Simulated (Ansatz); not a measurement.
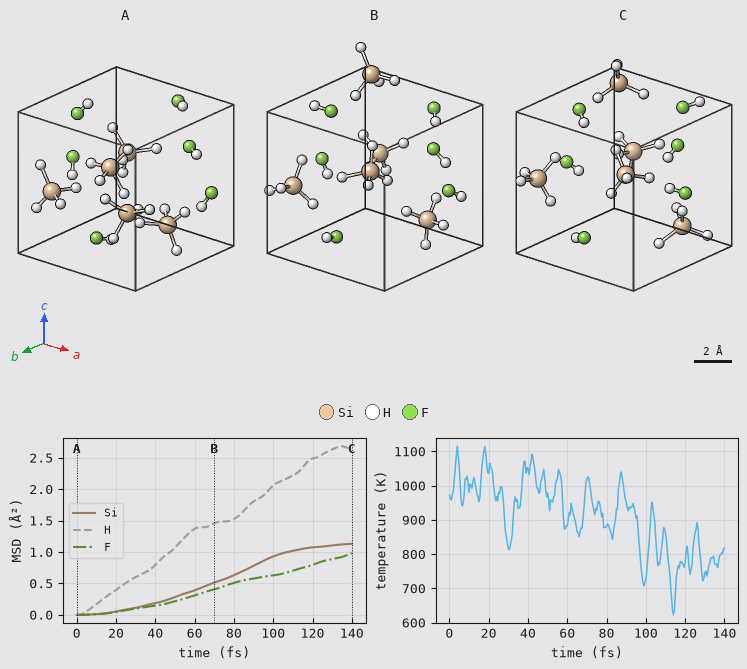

First-principles dynamics of a periodic cell with 5 SiH4 + 6 HF at 0.78 g/cm³, 140 fs long. It starts from the last geometry of an earlier run, with fresh velocities. Frames (A at 0 fs, B at 70 fs, C at 140 fs) and the history of the run. Style: ball-and-stick. Shown: the simulation cell, from a free direction. Atoms that leave the cell re-enter on the other side.

Theory: Ansatz 0.2.0, DFT PBE-D3(BJ), scalar-relativistic, plane waves, PAW. Set-up: plane-wave cutoff 420 eV; k-point mesh 1 × 1 × 1; Fermi-Dirac smearing 0.05 eV; Langevin thermostat (NVT); set temperature 1000 K; time step 0.5 fs; friction 0.005 per fs.

What happens in this trajectory?

Root-mean-square distances from the starting positions over the second half, with the common drift of all atoms taken out: H 1.45 Å, Si 0.95 Å, F 0.83 Å. The molecules turn and drift from their places. Over the second half the temperature averages 843 K (spread ±92 K). The potential energy in the second half lies on average 4.8 meV per atom above the first frame.

Limits of the set-up: the periodic images lie only 8.4 Å apart, so the values are limited by the cell's size.
